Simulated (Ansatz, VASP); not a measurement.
**CdTe in two plane-wave programs**

Aim: how closely do two programs agree when they are given the same cell, functional and k mesh? The cell is taken from a series of VASP runs on this material, whose earlier steps may have relaxed, scaled or displaced it; both programs get it as it stands. Valence electrons are named where the data sets of a main pair hold unlike numbers.

Method: plane waves, with VASP 6.6.1 beside it; band structure at r2SCAN-EpsX with an exact-exchange share of 0.114, in Ansatz 0.2.0.

**1. Starting point**

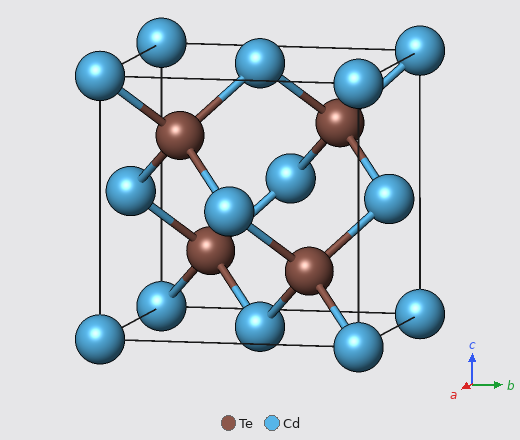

The starting structure, seen slightly off an axis (tellurium brown, cadmium blue). This picture shows the conventional cell, with its axes. Bonds to atoms that aren't drawn are left out. Some periodic images of atoms are drawn too.

**2. VASP: band structure, r2SCAN-EpsX with an exact-exchange share of 0.114**

Levels along a path test the potential and the projectors away from the mesh points.

Lines of VASP's logs that name or quote its potential files are left out, and so is its time.

The run reads the wave functions of an earlier VASP run, which isn't shown here.

Input file INCAR:

```
SYSTEM = CdTe
PREC = Accurate
ENCUT = 350
EDIFF = 1E-06
NELM = 100
ISMEAR = 0
SIGMA = 0.03
LREAL = .FALSE.
ALGO = Normal
LHFCALC = .TRUE.
AEXX = 0.114
METAGGA = R2SCAN
LASPH = .TRUE.
NBANDS = 15
PRECFOCK = Fast
HFRCUT = -1
LORBIT = 11
LWAVE = .FALSE.
LCHARG = .FALSE.
KPAR = 4
```

Input file POSCAR:

```
CdTe
1.0
    0.0000000000      3.1400000000      3.1400000000
    3.1400000000      0.0000000000      3.1400000000
    3.1400000000      3.1400000000      0.0000000000
Te Cd
1 1
Direct
    0.7500000000      0.7500000000      0.7500000000
    0.0000000000      0.0000000000      0.0000000000
```

Input file KPOINTS:

```
Automatic mesh
0
Gamma
4 4 4
0 0 0
```

Input file KPOINTS_OPT:

```
Line mode
10
Line-mode
Reciprocal
  0.00000000   0.00000000   0.00000000 GAMMA
  0.50000000   0.00000000   0.50000000 X

  0.50000000   0.00000000   0.50000000 X
  0.50000000   0.25000000   0.75000000 W

  0.50000000   0.25000000   0.75000000 W
  0.37500000   0.37500000   0.75000000 K

  0.37500000   0.37500000   0.75000000 K
  0.00000000   0.00000000   0.00000000 GAMMA

  0.00000000   0.00000000   0.00000000 GAMMA
  0.50000000   0.50000000   0.50000000 L

  0.50000000   0.50000000   0.50000000 L
  0.62500000   0.25000000   0.62500000 U

  0.62500000   0.25000000   0.62500000 U
  0.50000000   0.25000000   0.75000000 W

  0.50000000   0.25000000   0.75000000 W
  0.50000000   0.50000000   0.50000000 L

  0.50000000   0.50000000   0.50000000 L
  0.37500000   0.37500000   0.75000000 K

  0.62500000   0.25000000   0.62500000 U
  0.50000000   0.00000000   0.50000000 X
```

The projector-augmented-wave data sets are Te and Cd (PBE family, release 64).

The run is started by

```
mpirun -np 4 vasp_std
```

Numbers of over 12 decimals in the logs are rounded to 6 here.

What it wrote:

```text
[banner, memory and clock lines left out]
running    4 mpi-ranks, on    1 nodes
 distrk:  each k-point on    1 cores,    4 groups
 distr:  one band on    1 cores,    1 groups

 POSCAR found type information on POSCAR TeCd
 POSCAR found :  2 types and       2 ions
|                                                                             |
|               ----> ADVICE to this user running VASP <----                  |
|                                                                             |
|     You enforced a specific xc type in the INCAR file but a different       |
|     [... a line on the potential file left out ...]
|     I HOPE YOU KNOW WHAT YOU ARE DOING!                                     |
|                                                                             |

 LDA part: xc-table for (None), standard interpolation
 found WAVECAR, reading the header
 POSCAR, INCAR and KPOINTS ok, starting setup
 FFT: planning ... GRIDC
 FFT: planning ... GRID_SOFT
 FFT: planning ... GRID
 HFRCUT set to (new)   9.816804
 reading WAVECAR
 the WAVECAR file was read successfully
 initial charge from wavefunction
 entering main loop
       N       E                     dE             d eps       ncg     rms          rms(c)
DAV:   1    -0.425324535397E+02   -0.42532E+02   -0.13165E+00   268   0.120E+01    0.563E+00
DAV:   2    -0.425151616550E+02    0.17292E-01   -0.10144E-01   303   0.463E+00    0.341E+00
DAV:   3    -0.425166511101E+02   -0.14895E-02   -0.12062E-02   289   0.137E+00    0.214E+00
DAV:   4    -0.425174020795E+02   -0.75097E-03   -0.77833E-04   282   0.283E-01    0.132E+00
DAV:   5    -0.425176105018E+02   -0.20842E-03   -0.18865E-04   282   0.114E-01    0.833E-01
DAV:   6    -0.425176983205E+02   -0.87819E-04   -0.67222E-05   282   0.677E-02    0.525E-01
DAV:   7    -0.425177341361E+02   -0.35816E-04   -0.18761E-05   282   0.377E-02    0.326E-01
DAV:   8    -0.425177479959E+02   -0.13860E-04   -0.70057E-06   282   0.237E-02    0.202E-01
DAV:   9    -0.425177530583E+02   -0.50624E-05   -0.28941E-06   282   0.153E-02    0.124E-01
DAV:  10    -0.425177546974E+02   -0.16391E-05   -0.11721E-06   211   0.991E-03    0.755E-02
DAV:  11    -0.425177550877E+02   -0.39038E-06   -0.63593E-07   204   0.754E-03
   1 F= -.42517755E+02 E0= -.42517755E+02  d E =-.704759E-14
 Start KPOINTS_OPT (optional k-point list driver)
k-point batch [1-8\100]
       N       E                     dE             ncg
DAV:   1     0.239310160768E+03   -0.11844E+04      240
DAV:   2    -0.586989349425E+03   -0.82630E+03      268
DAV:   3    -0.619499631082E+03   -0.32510E+02      275
DAV:   4    -0.619897191728E+03   -0.39756E+00      367
DAV:   5    -0.619898712636E+03   -0.15209E-02      317
DAV:   6    -0.619898726024E+03   -0.13388E-04      367
DAV:   7    -0.619898726127E+03   -0.10253E-06      239
[...]
k-point batch [97-100\100]
       N       E                     dE             ncg
DAV:   1     0.224830247938E+04   -0.17569E+04      120
DAV:   2     0.184122450877E+04   -0.40708E+03      141
DAV:   3     0.182643751822E+04   -0.14787E+02      155
DAV:   4     0.182628059134E+04   -0.15693E+00      194
DAV:   5     0.182628010933E+04   -0.48201E-03      176
DAV:   6     0.182628010682E+04   -0.25101E-05      201
DAV:   7     0.182628010680E+04   -0.23332E-07      137
```

Parts of OUTCAR (step 2):

```text
ion  position               nearest neighbor table
   1  0.750  0.750  0.750-   2 2.72   2 2.72   2 2.72   2 2.72
   2  0.000  0.000  0.000-   1 2.72   1 2.72   1 2.72   1 2.72

  LATTYP: Found a face centered cubic cell.
 ALAT       =     6.2800000000

 Subroutine GETGRP returns: Found 24 space group operations
 (whereof 24 operations were pure point group operations)

The static configuration has the point symmetry T_d .

 Found      8 irreducible k-points:

   k-points           NKPTS =      8   k-points in BZ     NKDIM =     64   number of bands    NBANDS=     15

   dimension x,y,z NGX =    28 NGY =   28 NGZ =   28
   dimension x,y,z NGXF=    56 NGYF=   56 NGZF=   56

   ENCUT  =  350.0 eV  25.72 Ry    5.07 a.u.   6.77  6.77  6.77*2*pi/ulx,y,z

   NELECT =      18.0000    total number of electrons

 k-points in reciprocal lattice and weights: Automatic mesh
   0.00000000  0.00000000  0.00000000       0.016
   0.25000000  0.00000000  0.00000000       0.125
   0.50000000  0.00000000  0.00000000       0.062
   0.25000000  0.25000000  0.00000000       0.094
   0.50000000  0.25000000  0.00000000       0.375
  -0.25000000  0.25000000  0.00000000       0.188
   0.50000000  0.50000000  0.00000000       0.047
  -0.25000000  0.50000000  0.25000000       0.094

  exchange ACFDT corr.  =         0.00000000  see jH, gK, PRB 81, 115126

 average (electrostatic) potential at core
       1 -92.9609       2 -40.0579

 E-fermi :   2.8488

 k-point     1 :       0.0000    0.0000    0.0000
  band No.  band energies     occupation
    ...
      5      -6.4653      2.00000
      6      -6.4653      2.00000
      7       2.6975      2.00000
      8       2.6975      2.00000
      9       2.6975      2.00000
     10       4.8575      0.00000
     11       8.2707      0.00000
     12       8.2707      0.00000
     13       8.2707      0.00000
     14      11.5027      0.00000
    ...

 k-point     2 :       0.2500    0.0000    0.0000
  band No.  band energies     occupation
    ...
      5      -6.4662      2.00000
      6      -6.4662      2.00000
      7      -0.4073      2.00000
      8       2.1521      2.00000
      9       2.1521      2.00000
     10       5.8878      0.00000
     11       8.9023      0.00000
     12       8.9023      0.00000
     13       9.3406      0.00000
     14      12.1282      0.00000
    ...

 k-point     3 :       0.5000    0.0000    0.0000
  band No.  band energies     occupation
    ...
      5      -6.4538      2.00000
      6      -5.9646      2.00000
      7      -2.6077      2.00000
      8       1.7125      2.00000
      9       1.7125      2.00000
     10       5.6253      0.00000
     11       8.8589      0.00000
     12       8.8590      0.00000
     13      10.7963      0.00000
     14      13.1151      0.00000
    ...

  energy-cutoff  :      350.00
  volume of cell :       61.92
      direct lattice vectors                 reciprocal lattice vectors
     0.000000000  3.140000000  3.140000000    -0.159235669  0.159235669  0.159235669
     3.140000000  0.000000000  3.140000000     0.159235669 -0.159235669  0.159235669
     3.140000000  3.140000000  0.000000000     0.159235669  0.159235669 -0.159235669

 POSITION                                       TOTAL-FORCE (eV/Angst)
 -----------------------------------------------------------------------------------
      4.71000      4.71000      4.71000         0.000000     -0.000000     -0.000000
      0.00000      0.00000      0.00000        -0.000000      0.000000      0.000000
 -----------------------------------------------------------------------------------
    total drift:                               -0.000020     -0.000023     -0.000009

  FREE ENERGIE OF THE ION-ELECTRON SYSTEM (eV)
  ---------------------------------------------------
  free  energy   TOTEN  =       -42.5177550877 eV

  energy  without entropy=      -42.5177550877  energy(sigma->0) =      -42.51775509

 total charge
# of ion       s       p       d       tot
------------------------------------------
    1        1.330   2.244   0.026   3.600
    2        0.458   0.374   9.548  10.380
--------------------------------------------------
tot          1.787   2.618   9.574  13.979

[... 3 further parts left out ...]
```

The k-mesh is coarse for unscreened exact exchange, which converges slowly with it. The PAW data sets were made with PBE, which is usual practice but a small mismatch for other functionals.

(Part 1 of 2 ends here.)

[Lines on the potential files, build, host, timing and source positions are cut from VASP's logs without a mark.]

[Logs are printed without paths, hosts, clocks, repeated set-up lines and the standing remarks that a program may print on its own settings, such as how far it seeks lower states.]

[Hosts, paths, dates, database ids (printed as entryN), source tags and the programs' standing remarks are cut or masked in the printed files.]
